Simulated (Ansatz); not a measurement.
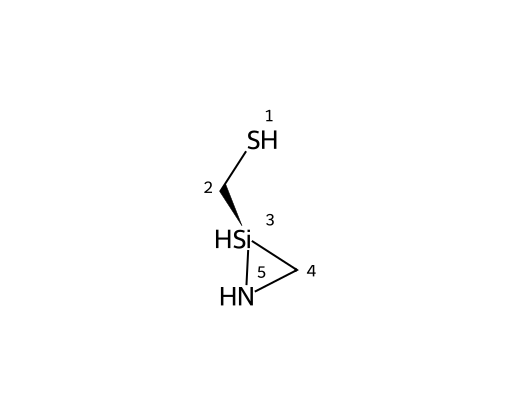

Skeletal drawing with numbered atoms; wedges and dashes mark any stereocentres. The configuration is that of a computed structure (PBE0-D4/def2-TZVP).

Question: Give the R/S and E/Z labels.

Answer: Si3: R.

Question: Give a SMILES with the stereochemistry.

Answer: SC[Si@H]1CN1
